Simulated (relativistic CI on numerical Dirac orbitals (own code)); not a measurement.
**Run report: Sb, relativistic CI calculation**

Sb. Computed at this level: Dirac-Coulomb-Breit CI, KLI orbitals optimised for each configuration, model QED (radiative potential, 1s self-energy scaled to tabulated hydrogen-like ionisation energies), valence Slater integrals scaled by 0.85 (relativistic CI on numerical Dirac orbitals, in-house).

### The input
```
atom Sb  Z=51  charge=0  electrons=51
nucleus A=121  rms_radius_fm=4.6802
hamiltonian dirac-coulomb  breit=on  qed=on  c_scale=1
orbitals kli  potential=per-configuration
slater_scale 0.85
correlation none
mixing on
configurations
  [Kr] 4d10 5s2 5p3
  [Kr] 4d10 5s2 5p2 6s
  [Kr] 4d10 5s2 5p2 5d
  [Kr] 4d10 5s 5p4
  [Kr] 4d10 5s2 5p2 7s
  [Kr] 4d10 5s2 5p2 6p
  [Kr] 4d10 5s2 5p2 7p
  [Kr] 4d10 5s2 5p2 6d
  [Kr] 4d10 5s2 5p 5d2
  [Kr] 4d10 4f 5s2 5p2
  [Kr] 4d10 5s2 5p2 8s
  [Kr] 4d10 5s2 5p2 8p
  [Kr] 4d10 5s2 5p2 7d
  [Kr] 4d10 5s2 5p2 5f
  [Kr] 4d10 5s2 5p2 5g
  [Kr] 4d10 5s2 5p2 8d
  [Kr] 4d10 5p5
end
```

The run was one of a batch that the task file lists, launched with:
```bash
python <driver script> task.json out
```

The program writes its results to a structured record and prints no log; tables and figures of this report are taken from that record.

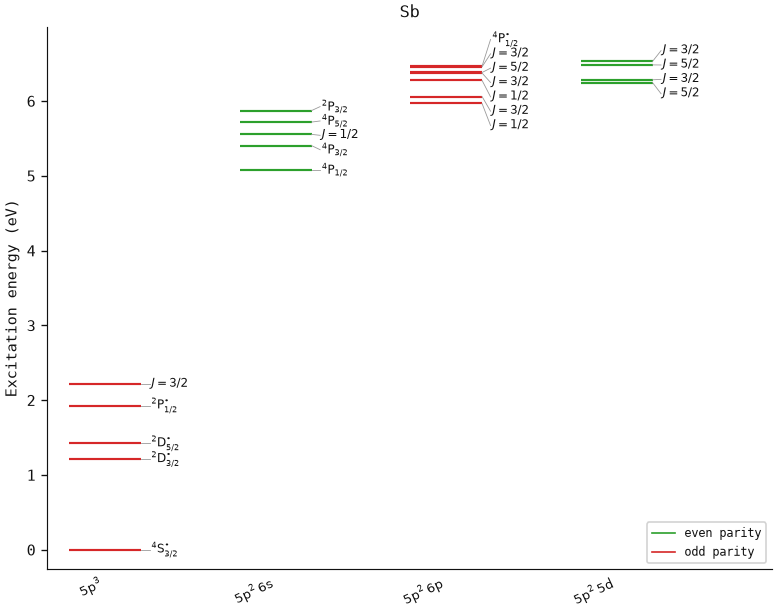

Level diagram of the Sb atom. The lowest level is 5p³ ⁴S°₃/₂. The first excited level, 5p³ ²D°₃/₂, lies at 1.21 eV. The lowest level of opposite parity, 5p² 6s ⁴P₁/₂, is at 5.08 eV. The levels are in intermediate coupling, nearer jj (mean leading weight 69 % in LS and 76 % in jj).

```csv
Configuration,Level,E (eV)
5p³,⁴S°₃/₂,0
5p³,²D°₃/₂,1.211
5p³,²D°₅/₂,1.422
5p³,²P°₁/₂,1.929
5p³,[(5p₃/₂)³] J = 3/2,2.215
5p² 6s,⁴P₁/₂,5.079
5p² 6s,⁴P₃/₂,5.404
5p² 6s,[5p₁/₂ 5p₃/₂ 6s] J = 1/2,5.555
5p² 6s,⁴P₅/₂,5.719
5p² 6s,²P₃/₂,5.873
5p² 6p,[6p₁/₂] J = 1/2,5.968
5p² 6p,[6p₃/₂] J = 3/2,6.061
5p² 5d,"J = 5/2 (even, mixed)",6.247
5p² 6p,[5p₁/₂ 5p₃/₂ 6p₁/₂] J = 1/2,6.277
5p² 5d,[5d₃/₂] J = 3/2,6.284
5p² 6p,[5p₁/₂ 5p₃/₂ 6p₁/₂] J = 3/2,6.375
5p² 6p,[5p₁/₂ 5p₃/₂ 6p₃/₂] J = 5/2,6.382
5p² 6p,[5p₁/₂ 5p₃/₂ 6p₃/₂] J = 3/2,6.458
```

### Results in brief

| quantity | value |
| --- | --- |
| outcome | converged |
| lowest level | 5p³ ⁴S°₃/₂ |
| first excited level | 5p³ ²D°₃/₂, 9,768 cm⁻¹ |
| ionisation energy | 7.920 eV |
| levels computed | 349 |
| SCF iterations | 188 |
| hardware | 1 CPU thread, shared host |
| wall time | 2 s |

### Remarks

Caveats: near-neutral ion: configurations can be misplaced by up to about 10000 cm⁻¹, over 20000 where the f count changes; rates and lifetimes follow the computed energies and can be off by orders of magnitude; the fine structure of a weakly bound d or f electron outside closed shells is too small or inverted; only a limited list of configurations is included, so lower levels can be missing.
